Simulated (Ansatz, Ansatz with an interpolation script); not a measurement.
# BiOBr (P4/nmm): quasiparticle bands by Wannier interpolation

Aim: the G0W0 bands of BiOBr (P4/nmm) along the symmetry lines, with the gap off the mesh.

Method: LDA, Wannier functions and G0W0, plane waves, PAW, in Ansatz 0.2.0.

The database entry behind the starting cell differs from later determinations by our own check (0.1 to 0.3 % short, probably kX units), so it need not match the best structure at ambient conditions.

## 1. The starting structure

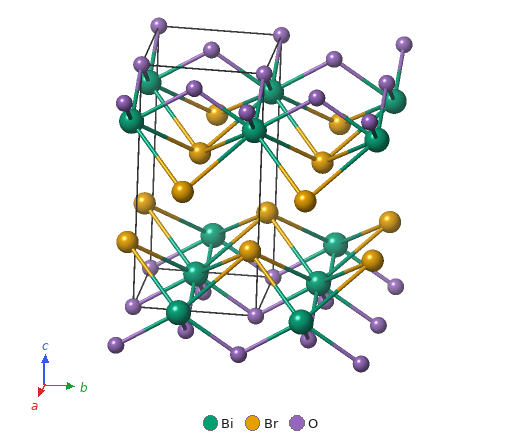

The starting structure, seen slightly off an axis (bismuth teal, bromine orange, oxygen purple). 2×2×1 cells are drawn. Some periodic images of atoms are drawn too.

The cell and positions come from the Crystallography Open Database and are kept as given unless a step says otherwise. Spin-orbit coupling is left out unless a step names it.

## 2. LDA bands

The cheap functional maps the bands first; the places of the edges decide which points the dearer methods must see.

This step: DFT, LDA, plane waves, PAW; PAW set soft_1.

Contents of input.yaml:

```yaml
crystal:
  lattice:
    - [3.916, 0.0, 0.0]
    - [0.0, 3.916, 0.0]
    - [0.0, 0.0, 8.077]
  atoms:
    - { symbol: Bi, position: [0.0, 0.5, 0.154] }
    - { symbol: Bi, position: [0.5, 0.0, 0.846] }
    - { symbol: Br, position: [0.0, 0.5, 0.653] }
    - { symbol: Br, position: [0.5, 0.0, 0.347] }
    - { symbol: O, position: [0.0, 0.0, 0.0] }
    - { symbol: O, position: [0.5, 0.5, 0.0] }
kpoints:
  mp_grid: { grid: [4, 4, 2] }
  band_path:
    path:
      - [[0.0, 0.0, 0.0], [0.0, 0.5, 0.0], [0.5, 0.5, 0.0], [0.0, 0.0, 0.0], [0.0, 0.0, 0.5], [0.0, 0.5, 0.5], [0.5, 0.5, 0.5], [0.0, 0.0, 0.5]]
      - [[0.0, 0.5, 0.0], [0.0, 0.5, 0.5]]
      - [[0.5, 0.5, 0.0], [0.5, 0.5, 0.5]]
    npoints: 10
hamiltonian:
  xc: lda
  pseudopotentials: { kind: paw, azcp: { folder: soft_1 }, xc_functional: pbe }
scf:
  occupations: { method: fermi_dirac, width: 0.02 }
  n_extra_bands: 65
output:
  eigenvalues: true
  fatbands: true
  write_density: true
  write_potential: true
  elf: true
  volumetric_format: npy
```

The run is started by

```bash
ansatz run input.yaml --threads 3 --pin off --max-ram 92160MiB --backend cuda --events-out ev --progress --plain --runs-dir out --devices 1 --max-vram 13GiB
```

Numbers of over 12 decimals in the logs are rounded to 6 here.

The program printed:

```text
scf.n_extra_bands = 65 over 28 filled bands (N_el = 56.0): the run solves 93 bands
GPUs: using 1 of 1 available (devices: 1).
Engine: ansatz 0.2.0, x86_64-unknown-linux-gnu
Pseudopotentials: kind: paw
Pseudopotential: Bi, paw, valence charge 15, recommended cutoff 420 eV (normal), soft_1/Bi.paw.azcp
Pseudopotential: Br, paw, valence charge 7, recommended cutoff 420 eV (normal), soft_1/Br.paw.azcp
Pseudopotential: O, paw, valence charge 6, recommended cutoff 420 eV (normal), soft_1/O.paw.azcp
Functional definition: SPW92
  exchange = slater_x
  correlation = pw_c
device memory: the entry about to start is reckoned to put 4.0 GiB on a device that reports 47.2 GiB free (of which the cap on the GPU budget leaves the run 13.0 GiB)
GPU FFT provider: cuFFT
GPU libraries: cuBLAS 13.8.2, cuFFT 12.4.0, cuSOLVER 12.3.4
Crystal: 6 atoms, lattice volume = 123.861 Å³
Basis set: ecut = 420 eV, 2419 PW (Γ)
Bands: 93, of which v1, the nominal top of the filled ones, is band 28 counted from 1 (27 counted from 0)
Symmetry: 16 space group operations
Space group: P4/nmm (ITA 129), of the structure as read, at distance tolerance 5.0e-5 Å
k-points: 12 of 32
Non-local potential: Bi, projectors of the file, l = 0: 2, l = 1: 2, l = 2: 2, l = 3: 1
Non-local potential: Br, projectors of the file, l = 0: 2, l = 1: 2, l = 2: 2
Non-local potential: O, projectors of the file, l = 0: 2, l = 1: 2, l = 2: 1
PAW form: soft (Blöchl's): semilocal exchange-correlation on the pseudo side does not see the compensation charge
PAW frozen core: Bi, regenerated for the run's functional, and the local potential with it (the file was generated under x = pbe(κ = 0.804, μ = 0.219515), c = pbe(β = 0.066725))
PAW frozen core: Br, regenerated for the run's functional, and the local potential with it (the file was generated under x = pbe(κ = 0.804, μ = 0.219515), c = pbe(β = 0.066725))
PAW frozen core: O, regenerated for the run's functional, and the local potential with it (the file was generated under x = pbe(κ = 0.804, μ = 0.219515), c = pbe(β = 0.066725))
PAW one-centre angular grid: Bi, 590 points (default); XC on 64 Gauss nodes
PAW one-centre angular grid: Br, 110 points (default); XC on 64 Gauss nodes
PAW one-centre angular grid: O, 110 points (default); XC on 64 Gauss nodes
Initial density: superposition of atomic densities (chi_scale 0.1, normalization cell, long waves kept (reshape's long-wave potential 0.03 eV rms))
Initial wavefunctions: pseudopotential atomic-orbital guess
GPU buffer pool allocated for 39366 grid points (all kernels)
GPU transforms: local potential and band sums: pruned to the plane-wave sphere, on 27×27×54
Functional: x = slater, c = lda
SCF iter   1: F=—  HF=-30676.110481 eV  |F-HF|=—  |Δ(HF+E_count)|=         —  Δρ=3.13e-2  dr2=9.89e-1  ethr=3.10e-3  ⟨swp⟩=6.0  Hψ=5631  notcnv=0  defer=214
preconditioner: auto → Resta (q_TF=auto, 2.390 Å⁻¹)  ε∞=1.6  [insulator: Δε(μ)=2.243 eV  Ē_g=31.953 eV  σ=0.020 eV  W_gap=1.00  n_scr=30 (ndim 8)  ℏωp=25.0 eV  f_vac=0.001  D(μ)=0.00/eV (n_scr^D=0)  ε∞_Penn≈1.6]
SCF iter   2: F=—  HF=-30675.887605 eV  |F-HF|=—  |Δ(HF+E_count)|=   2.23e-1  Δρ=1.41e-2  dr2=1.60e-1  ethr=1.77e-3  ⟨swp⟩=3.0  Hψ=1544  notcnv=0  defer=679
SCF iter   3: F=—  HF=-30675.893924 eV  |F-HF|=—  |Δ(HF+E_count)|=   6.32e-3  Δρ=4.42e-3  dr2=2.13e-2  ethr=2.85e-4  ⟨swp⟩=3.0  Hψ=808  notcnv=0  defer=709
SCF iter   4: F=—  HF=-30675.893532 eV  |F-HF|=—  |Δ(HF+E_count)|=   3.92e-4  Δρ=7.65e-4  dr2=2.62e-3  ethr=3.80e-5  ⟨swp⟩=2.0  Hψ=613  notcnv=0  defer=712
SCF iter   5: F=—  HF=-30675.892947 eV  |F-HF|=—  |Δ(HF+E_count)|=   5.86e-4  Δρ=1.88e-4  dr2=5.98e-5  ethr=4.69e-6  ⟨swp⟩=2.6  Hψ=693  notcnv=0  defer=712
SCF iter   6: F=—  HF=-30675.893350 eV  |F-HF|=—  |Δ(HF+E_count)|=   4.04e-4  Δρ=3.80e-5  dr2=1.95e-6  ethr=1.07e-7  ⟨swp⟩=2.6  Hψ=662  notcnv=0  defer=712
SCF iter   7: F=-30675.893350 eV  HF=-30675.893350 eV  |F-HF|=9.98e-9  |Δ(HF+E_count)|=   4.02e-7  Δρ=8.08e-6  dr2=5.26e-8  ethr=1.79e-10  ⟨swp⟩=9.8  Hψ=7646  notcnv=0
SCF 1 converged in 7 iterations: F = -30675.893350 eV  dr2 = 5.26e-8
[...]
device memory: the entry about to start is reckoned to put 3.3 GiB on a device that reports 47.2 GiB free (of which the cap on the GPU budget leaves the run 13.0 GiB)
NSCF: frozen V_eff on 93 k-points
SCF converged after 7 iterations
Free energy (F): -30675.893350 eV
Harris-Foulkes:  -30675.893350 eV  (|F-HF|=9.98e-9)
Internal energy: -30675.893350 eV  (E = F + TS)
E sigma→0 (E₀):  -30675.893350 eV
Fermi energy:    8.294656 eV
--- Per-component energies (eV) ---
  E_band       = -238.148818
  E_kinetic    = 1103.048070
  E_local      = -5001.917681  (includes V_loc(G=0)·N_el)
  E_nonlocal   = 1043.317338
  E_hartree    = 1985.395451
  E_xc         = -835.588555
  E_vxc        = -667.695344  (∫ρ·V_xc dr)
  E_paw        = -25454.317180  (= ΣΔE_a)
  E_vpaw       = -685.692352  (= ΣTr[D̂ρ^β])
  E_aug_tail   = 0.001984  (compensation charges beyond the density's cutoff)
  E_ewald      = -3516.430001
  E_core_change = 0.597223  (= ΣΔE_core)
  E_smearing   = -0.000000  (= −TS)
  E_closure    = -0.000000  (closes the sum)
  Σ components = -30675.893350   (vs F -30675.893350, Δ=0.00e0)
--- Band table (eV; the first three rows and the last of 12) ---
  k-point 0: bands = [... 24 lower, 6.2604, 6.5296, 6.5296, 6.5944, 9.5494, 10.4608, 12.1385, 12.1385, ... 61 higher]
  k-point 1: bands = [... 24 lower, 6.3241, 6.8448, 6.8448, 7.1466, 9.3605, 9.6429, 11.9630, 11.9630, ... 61 higher]
  k-point 2: bands = [... 24 lower, 6.6848, 6.7330, 6.9761, 7.1564, 11.1001, 11.3614, 11.4260, 11.9063, ... 61 higher]
  k-point 11: bands = [... 24 lower, 6.1738, 6.1738, 6.2521, 6.2521, 11.2480, 11.2480, 12.5137, 12.5137, ... 61 higher]
```

The job ended after 13 s (1 × NVIDIA H100 80GB HBM3 (shared by 6 runs) with 3 threads of AMD EPYC 7R13 (Zen 3), shared host; peak memory 0.98 GiB).

The column dr2 measures how far the density is from self-consistency, as an energy; F and HF (Harris–Foulkes) agree once it is small.

Numbers from this step:

| Item | Value |
| --- | --- |
| filled bands | 28 |
| gap | 2.041 eV |
| valence top at | k = (0.000, 0.400, 0.500) |
| conduction bottom at | k = (0.000, 0.000, 0.400) |
| least direct gap | 2.214 eV |

The gap is indirect, with the least direct gap 0.17 eV higher.

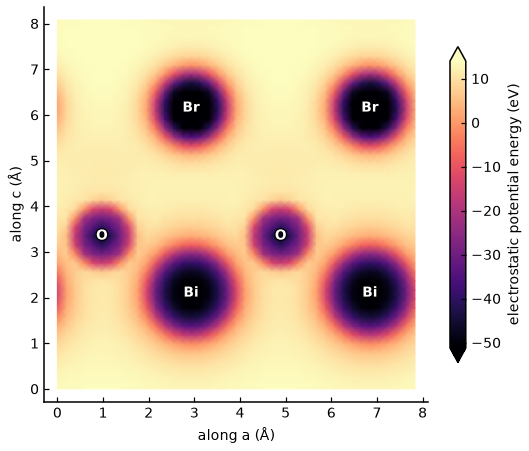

Electrostatic potential energy in the ac plane at fractional y = 0.000, with atoms of Bi and Br and O within 0.2 Å of it. With pseudopotentials it is smooth inside the atoms' cores, unlike the true potential. The map starts off the cell's origin, so that atoms lie inside it.

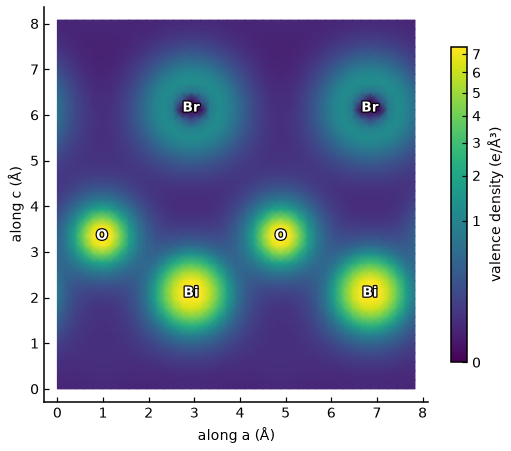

Valence density in the ac plane at fractional y = 0.000, with atoms of Bi and Br and O within 0.2 Å of it. It is the smooth field of the valence electrons, not physical close to the nuclei. The map starts off the cell's origin, so that atoms lie inside it. The colour scale is stretched toward low values.

## 3. Wannier functions (Bi:6p Br:4p O:2p) on 8×8×4

Localised functions give a small Hamiltonian that interpolates between mesh points at no cost.

This step: maximally localised Wannier functions, LDA, plane waves, PAW; PAW set soft_1.

input.yaml, the sections that differ from step 2:

```yaml
kpoints:
  mp_grid: { grid: [4, 4, 2] }
scf:
  occupations: { method: fixed }
  n_extra_bands: 65
output:
  wannier:
    kmesh: [8, 8, 4]
    projections:
      - { species: Bi, l: p, shell: 6 }
      - { species: Br, l: p, shell: 4 }
      - { species: O, l: p, shell: 2 }
    minimise: true
    write_hr: true
    seedname: w
    conv_tol: 1.0e-06
    max_iter: 20000
    stability_check: false
    disentanglement:
      window: [1.93, 15.36]
      frozen_window: [1.93, 12.36]
      conv_tol: 1.0e-08
# crystal, hamiltonian: as in step 2
```

The program printed:

```text
[...]
GPUs: using 1 of 1 available (devices: 1).
[...]
GPU FFT provider: cuFFT
GPU libraries: cuBLAS 13.8.2, cuFFT 12.4.0, cuSOLVER 12.3.4
Crystal: 6 atoms, lattice volume = 123.861 Å³
Basis set: ecut = 420 eV, 2419 PW (Γ)
Bands: 93, of which v1, the nominal top of the filled ones, is band 28 counted from 1 (27 counted from 0)
Symmetry: 16 space group operations
[...]
k-points: 12 of 32
[...]
GPU buffer pool allocated for 39366 grid points (all kernels)
[...]
SCF iter   1: F=—  HF=-30676.110503 eV  |F-HF|=—  |Δ(HF+E_count)|=         —  Δρ=3.13e-2  dr2=9.89e-1  ethr=3.10e-3  ⟨swp⟩=4.2  Hψ=3892  notcnv=0  defer=726
[...]
SCF iter   8: F=-30675.893350 eV  HF=-30675.893350 eV  |F-HF|=2.16e-9  |Δ(HF+E_count)|=   7.74e-7  Δρ=3.05e-6  dr2=1.28e-8  ethr=1.79e-10  ⟨swp⟩=11.6  Hψ=8665  notcnv=0
SCF 1 converged in 8 iterations: F = -30675.893350 eV  dr2 = 1.28e-8
[...]
NSCF: frozen V_eff on 12 k-points
the band table was solved once the SCF had ended and its energy, with any forces and stress, was formed, with the checks that follow a solve (4257 applications of the Hamiltonian). They found nothing against the state; the energy, forces and stress were not computed again (output.eigenvalues in the input reference)
[...]
the Wannier pass solved 49 of the 256 points of its mesh, and has the states at the others by symmetry: states obtained by the crystal's operations at points that were solved too leave a residual of 3.55e-13 eV (read by the count's bands and the next), within 6.67e-6 eV
SCF converged after 8 iterations
Free energy (F): -30675.893350 eV
[...]
Internal energy: -30675.893350 eV  (E = F + TS)
E sigma→0 (E₀):  -30675.893350 eV
Fermi energy:    7.196492 eV
[...]
--- Band table (eV; the first three rows and the last of 12) ---
  k-point 0: bands = [... 24 lower, 6.2605, 6.5296, 6.5296, 6.5944, 9.5494, 10.4608, 12.1385, 12.1385, ... 61 higher]
  k-point 1: bands = [... 24 lower, 6.3241, 6.8448, 6.8448, 7.1466, 9.3605, 9.6429, 11.9629, 11.9629, ... 61 higher]
  k-point 2: bands = [... 24 lower, 6.6848, 6.7330, 6.9761, 7.1564, 11.1001, 11.3614, 11.4260, 11.9063, ... 61 higher]
  k-point 11: bands = [... 24 lower, 6.1738, 6.1738, 6.2520, 6.2520, 11.2480, 11.2480, 12.5137, 12.5137, ... 61 higher]
Wannier search: line search 1 of at most 20000: gauge-dependent spread (as the search counts it) 1.6104035 Å², largest recent change 1.7e-1 Å² against conv_tol 1.0e-6 Å², 0 stops escaped
```

Run time: 12 s. Hardware: 1 × NVIDIA H100 80GB HBM3 (shared by 6 runs) with 3 threads; peak memory 1.2 GiB.

This step gave:

| Quantity | Value |
| --- | --- |
| gauge-invariant spread | 33.87 Å² |
| diagonal spread | 0.1058 Å² |
| off-diagonal spread | 1.329 Å² |
| total spread | 35.31 Å² |
| least projectability | 0.4867 |
| localisation steps | 34 |
| disentanglement steps | 20 |
| r.m.s. interpolation error | 5.07e-4 eV |
| r.m.s. error near the gap | 6.10e-4 eV |

Near the gap the model misses directly solved bands by 0.6 meV r.m.s. and by 8 meV at most in the window tested. This tests the starting bands, not the corrections carried with them.

Wannier functions, by row:

```csv
function,x (Å),y (Å),z (Å),spread (Å²),nearest atom,distance (Å)
1,0,1.958,1.457,2.872,Bi1,0.213
2,0,1.958,1.491,2.956,Bi1,0.247
3,0,1.958,1.491,2.956,Bi1,0.247
4,1.958,0,6.62,2.872,Bi2,0.213
5,1.958,0,6.586,2.956,Bi2,0.247
6,1.958,0,6.586,2.956,Bi2,0.247
7,0,1.958,5.264,1.752,Br3,0.01
8,0,1.958,5.262,1.687,Br3,0.013
9,0,1.958,5.262,1.687,Br3,0.013
10,1.958,0,2.813,1.752,Br4,0.01
11,1.958,0,2.815,1.687,Br4,0.013
12,1.958,0,2.815,1.687,Br4,0.013
13,0,0,0,1.16,O5,0
14,0,0,-0.073,1.292,O5,0.073
15,0,0,0.073,1.292,O5,0.073
16,1.958,1.958,0,1.16,O6,0
17,1.958,1.958,0.073,1.292,O6,0.073
18,1.958,1.958,-0.073,1.292,O6,0.073
```

Frozen up to 5.04 eV; above it the model need not follow the bands. The electronic bands at the labelled points (eV, zero at the valence-band top):

```csv
point,band 25,band 26,band 27,band 28,band 29,band 30,band 31,band 32
Γ,-1.06,-0.79,-0.79,-0.72,2.23,3.15,4.82,4.82
X,-0.54,-0.54,-0.16,-0.16,4.22,4.22,4.76,4.76
M,-1.06,-1.06,-0.79,-0.79,3.24,3.24,4.97,4.97
Γ,-1.06,-0.79,-0.79,-0.72,2.23,3.15,4.82,4.82
Z,-0.99,-0.47,-0.47,-0.17,2.04,2.33,4.65,4.65
R,-0.55,-0.55,-0.12,-0.12,4.04,4.04,4.81,4.81
A,-1.14,-1.14,-1.06,-1.06,3.93,3.93,5.20,5.20
Z,-0.99,-0.47,-0.47,-0.17,2.04,2.33,4.65,4.65
jump to X,-0.54,-0.54,-0.16,-0.16,4.22,4.22,4.76,4.76
R,-0.55,-0.55,-0.12,-0.12,4.04,4.04,4.81,4.81
jump to M,-1.06,-1.06,-0.79,-0.79,3.24,3.24,4.97,4.97
A,-1.14,-1.14,-1.06,-1.06,3.93,3.93,5.20,5.20
```

The same for Kohn-Sham, solved directly:

```csv
point,band 25,band 26,band 27,band 28,band 29,band 30,band 31,band 32
Γ,-1.06,-0.79,-0.79,-0.72,2.23,3.15,4.82,4.82
X,-0.54,-0.54,-0.16,-0.16,4.22,4.22,4.76,4.76
M,-1.06,-1.06,-0.79,-0.79,3.24,3.24,4.97,4.97
Γ,-1.06,-0.79,-0.79,-0.72,2.23,3.15,4.82,4.82
Z,-0.99,-0.47,-0.47,-0.17,2.04,2.33,4.65,4.65
R,-0.55,-0.55,-0.12,-0.12,4.04,4.04,4.81,4.81
A,-1.14,-1.14,-1.06,-1.06,3.93,3.93,5.20,5.20
Z,-0.99,-0.47,-0.47,-0.17,2.04,2.33,4.65,4.65
X,-0.54,-0.54,-0.16,-0.16,4.22,4.22,4.76,4.76
R,-0.55,-0.55,-0.12,-0.12,4.04,4.04,4.81,4.81
M,-1.06,-1.06,-0.79,-0.79,3.24,3.24,4.97,4.97
A,-1.14,-1.14,-1.06,-1.06,3.93,3.93,5.20,5.20
```

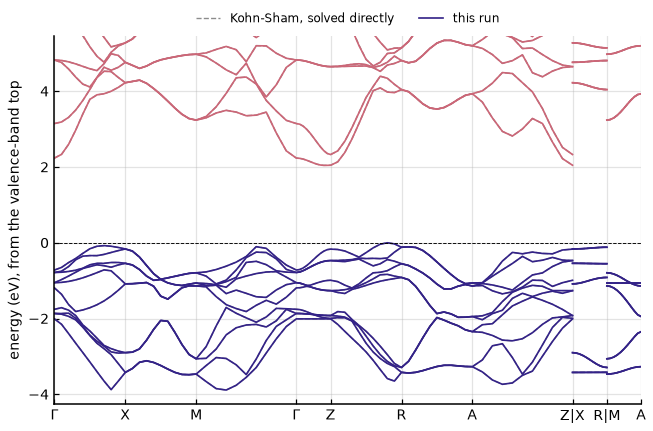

Electronic bands along the path; lines of filled and empty bands in two colours; dashed: Kohn-Sham, solved directly.

(Continued in part 2 of 2.)

[Paths, hosts, dates, memory and timing lines, banners, echoed tables and standing remarks are left out of the program output.]

[Logs are printed without paths, hosts, clocks, repeated set-up lines and the standing remarks that a program may print on its own settings, such as how far it seeks lower states.]

[Runs of the session that timed out or met a known fault of the program may be left out.]

[Hosts, paths, dates, database ids (printed as entryN), source tags and the programs' standing remarks are cut or masked in the printed files.]
